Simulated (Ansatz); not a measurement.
# ClGeH$_{3}$···H$_{2}$: what the fields show

| atom | x (Å) | y (Å) | z (Å) |
| --- | --- | --- | --- |
| Ge | 0.5492 | 0.0000 | -0.1607 |
| Cl | 0.3598 | 0.0000 | 1.9989 |
| H | 2.0501 | 0.0000 | -0.4802 |
| H | -0.1383 | 1.2698 | -0.6780 |
| H | -0.1383 | -1.2698 | -0.6780 |
| H | -3.3242 | 0.0000 | 1.4452 |
| H | -2.6093 | 0.0000 | 1.7108 |

The calculation used Ansatz, RKS PBE0/def2-SVP.

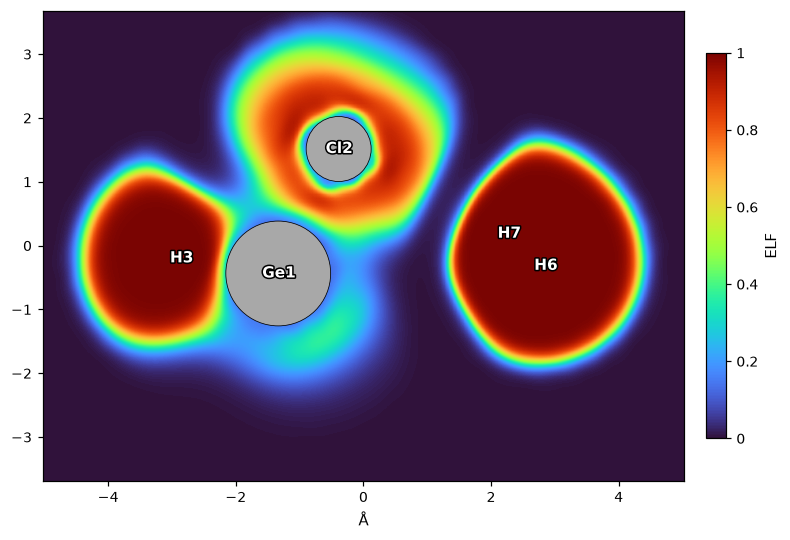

Figure 1. Electron localisation function on the plane of atoms Cl2, Ge1 and H3. Grey discs cover the atomic cores.

Question: What does the map show?

Answer: Atoms in the plane: Ge, Cl and H.
Cl2···H7 (2.98 Å): the ELF dips to about 0 between them; a non-bonded, intermolecular contact.
Ge–Cl (2.17 Å): the ELF peaks at about 0.85 in the valence shell of Cl, 0.9 Å from its nucleus, and is about 0.65 at the midpoint.
H–H (0.76 Å): the ELF is about 1 at the midpoint.
Ge–H (1.53 Å): the ELF climbs to about 1 towards the hydrogen.
The ELF also peaks beside Cl2, away from the bonds: lone-pair regions.

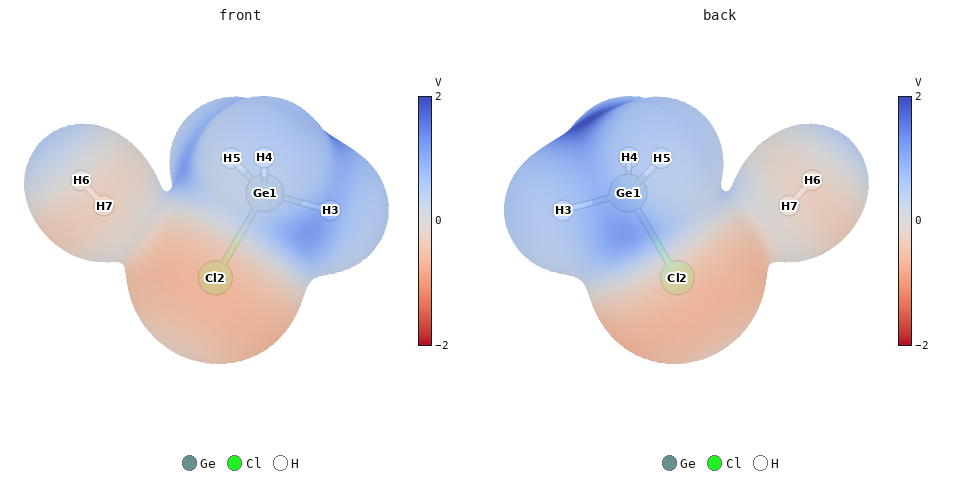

Figure 2. The electrostatic potential painted on the density surface at 0.002 e/bohr³, seen from the front and from behind; red is negative and blue positive.

Question: Which sites attract a positive test charge, and which a negative one?

Answer: A positive charge is drawn to the negative regions and a negative charge to the positive ones. The most negative region (about −0.6 V) lies over Cl2, the most positive (about +1.9 V) over Ge1.
